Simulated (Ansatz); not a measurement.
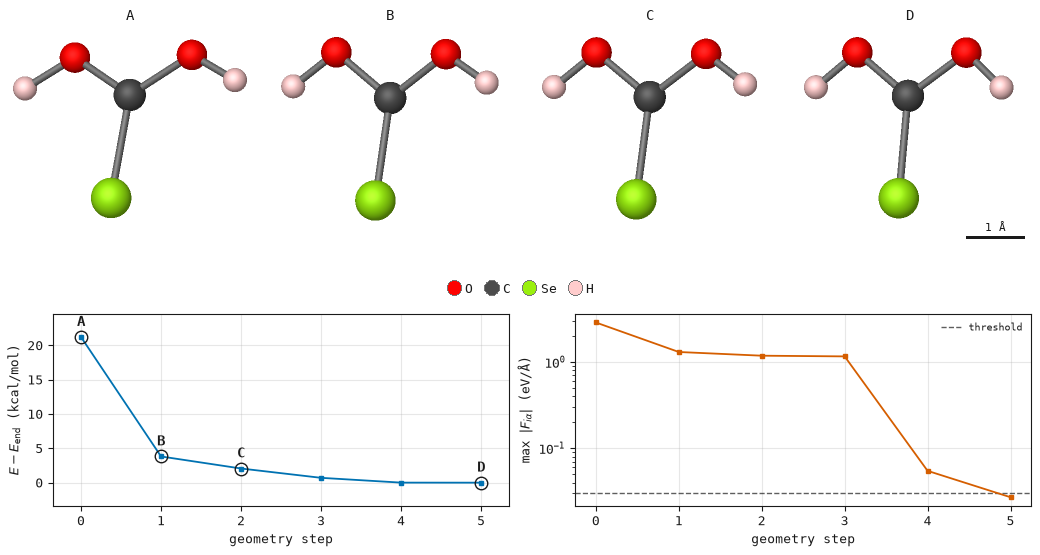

Frames of a relaxation of CH₂O₂Se (coarse preliminary run), marked on the history of the run. Style: ball-and-stick. Shown from a free direction.

The start comes from a force field.

Method: RKS PBE-D4/def2-SVP (Ansatz 0.2.0).

The input:
```yaml
crystal:
  periodic: [false, false, false]
  atoms:
    - {symbol: O, position_ang: [0.481700, 1.111200, -0.545000]}
    - {symbol: C, position_ang: [0.000800, -0.025800, 0.036000]}
    - {symbol: O, position_ang: [0.450800, -0.382100, 1.274700]}
    - {symbol: Se, position_ang: [-1.147800, -0.951900, -1.044900]}
    - {symbol: H, position_ang: [0.085900, 1.412000, -1.487200]}
    - {symbol: H, position_ang: [0.170800, -1.227600, 1.720100]}
basis:
  gaussian: {orbitals: def2-SVP}
hamiltonian: {xc: pbe, dispersion: d4}
relax: {f_tol: 0.03, max_steps: 200}
```

Command:
```bash
ansatz run in.yaml --threads 2 --pin off --events-out ev --progress --plain --max-ram 4352MiB
```

Question: Describe the path.

Answer: The largest move after the best rigid fit is that of H6, 0.29 Å. Largest moves by element: H 0.29 Å, Se 0.16 Å, O 0.13 Å, C 0.05 Å. Near-neighbour distances that change, for instance: O1–H5 1.065 → 0.981 Å, C2–O3 1.365 → 1.330 Å, O1–C2 1.364 → 1.330 Å, C2–Se4 1.829 → 1.810 Å. Among the angles between lasting bonds that change: C2–O3–H6 122.3° → 105.8°, C2–O1–H5 118.7° → 105.8°, O1–C2–Se4 113.1° → 125.3°. Over 5 geometry steps the energy falls by 21.2 kcal/mol. Largest force component: 2.9 eV/Å at the start, 0.027 eV/Å at the end. From step 0 to 1: H6 moves most (0.16 Å), energy −17.4 kcal/mol. From step 1 to 2: H6 moves most (0.04 Å), energy −1.75 kcal/mol. From step 2 to 5: H6 moves most (0.09 Å), energy −2.06 kcal/mol.

```csv
step,"E − E(0), kcal/mol","largest force component, eV/Å"
0,0.00,2.8784
1,-17.40,1.3086
2,-19.15,1.1854
3,-20.51,1.1635
4,-21.21,0.0547
5,-21.21,0.0270
```
